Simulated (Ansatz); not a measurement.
B₂F₄H₂ (SMILES F[BH-]1[F+][BH-](F)[F+]1)

```yaml
atoms:
  - { symbol: F, position_ang: [1.0549, -1.4622, 1.0577] }
  - { symbol: B, position_ang: [0.9889, -0.3048, 0.4289] }
  - { symbol: F, position_ang: [0.2485, -0.4826, -0.9147] }
  - { symbol: B, position_ang: [-0.9889, 0.3048, -0.4289] }
  - { symbol: F, position_ang: [-1.0550, 1.4622, -1.0578] }
  - { symbol: F, position_ang: [-0.2484, 0.4827, 0.9147] }
  - { symbol: H, position_ang: [1.9322, 0.4059, 0.3103] }
  - { symbol: H, position_ang: [-1.9321, -0.4060, -0.3103] }
```

Geometry: PBE0-D4/def2-TZVP.

The calculation used Ansatz 0.2.0, RKS PBE0-D4/def2-TZVPP.

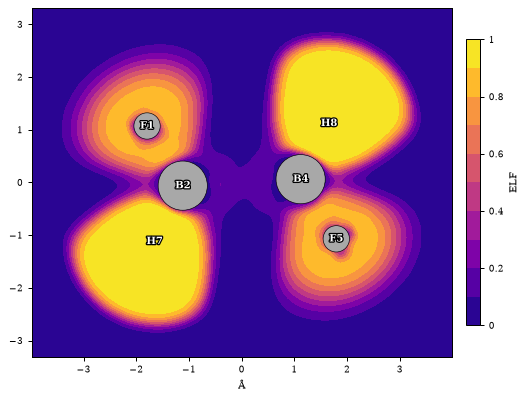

Figure 1. Electron localisation function on the plane of atoms F1, B2 and H7. Grey discs cover the atomic cores.

Question: What does the map show?

Answer: The section cuts through F, B and H sites.
B–F (1.32 Å): the ELF peaks at about 0.85 between the atoms: a polar covalent bond.
B–H (1.19 Å): the ELF climbs to about 1 towards the hydrogen, as it does in any bond to H; a covalent bond by its length.
The ELF also peaks beside F5 and F1, away from the bonds: lone-pair regions.

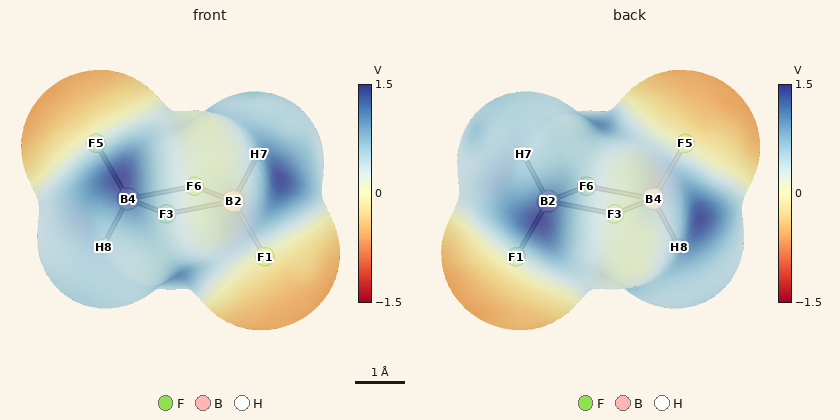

Figure 2. The molecular electrostatic potential painted on the density surface at 0.002 e/bohr³, seen from the front and from behind; red is negative and blue positive.

Question: Which sites attract a positive test charge, and which a negative one?

Answer: A positive charge is drawn to the negative regions and a negative charge to the positive ones. The most negative region (about −0.6 V) lies over F1 and F5, the most positive (about +1.5 V) over B2 and B4.

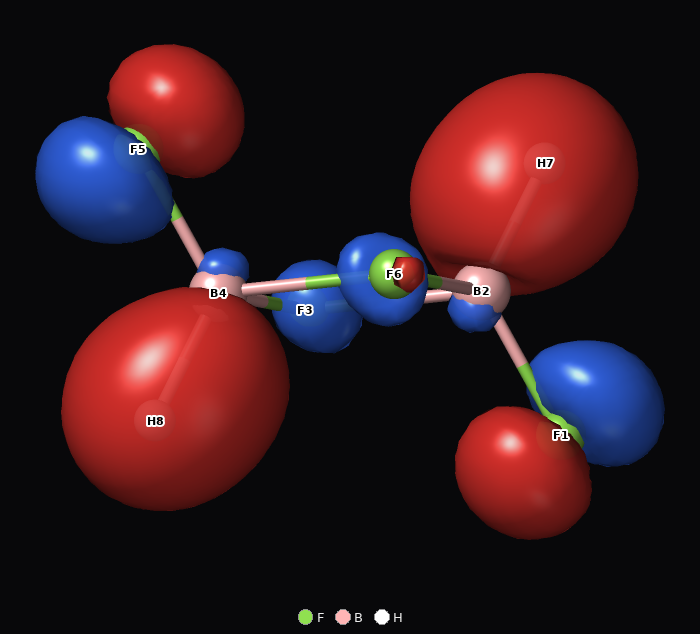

Figure 3. The HOMO−1 at ±0.15 Å⁻³ᐟ² (blue and red are the two phases), seen at a tilt.

Question: Where does this orbital lie, and at what energy?

Answer: It lies mainly on F1 (about 15 %), F5 (about 15 %), H7 (about 15 %), H8 (about 15 %), B2 (about 15 %) and B4 (about 15 %); it is gerade (even under inversion). Its energy is −11.33 eV.
